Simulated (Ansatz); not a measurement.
Electronic density of states of amorphous Si$_{27}$O$_{24}$N$_{20}$, density 2.71 g/cm³, on a 2×2×2 Γ-centred mesh with a Gaussian width of 0.1 eV; energies count from the Fermi level, whose place inside the gap is arbitrary. Cell and mesh are small, so fine structure isn't converged. Computed with PBE, scalar-relativistic without spin-orbit coupling (plane waves to 420 eV, PAW; Ansatz, a quantum-chemistry and plane-wave program). Sampling: a 2×2×2 Γ-centred mesh; Fermi-Dirac width 0.02 eV; no spin polarisation. At PBE the levels at both edges of the gap are localised (band-tail or defect states), and the nearest spread-out levels lie 3.6 eV apart at the zone centre.

The cell was made by melting and quenching with the CHGNet potential and then relaxed with DFT. O and N atoms were pushed apart under 1.9 Å during the dynamics, to hinder bonds among them. The hot cell started wider than the set density and was brought back towards it in steps. It is the lowest in DFT energy of 2 quenches. It is a model cell: composition and starting density were chosen by hand, and all elements were melted together. No dispersion term was used. Its density started from a set value of 2.71 and ended at 2.71 g/cm³. The simulated quench (nominally 150 K/ps over its main leg) is rapid and tends to freeze in more defects than a deposited or slowly cooled glass has. Values belong to this one cell and scatter from quench to quench. The volume was held where the preparation left it, at a PBE pressure of 1.4 GPa. Stress components on the final sampling reach 6.1 GPa. On a 2×2×2 Γ-centred mesh force components of up to 0.14 eV/Å stay, since the relaxation ran on the zone centre alone.

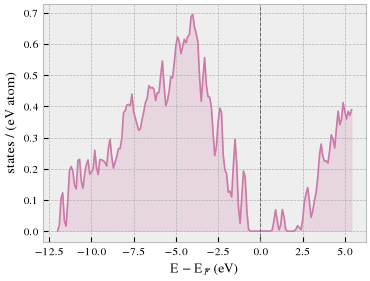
Figure: Density of states per atom

The gap between localised states on this mesh is 1.73 eV; the broadening fills part of it in the curve.
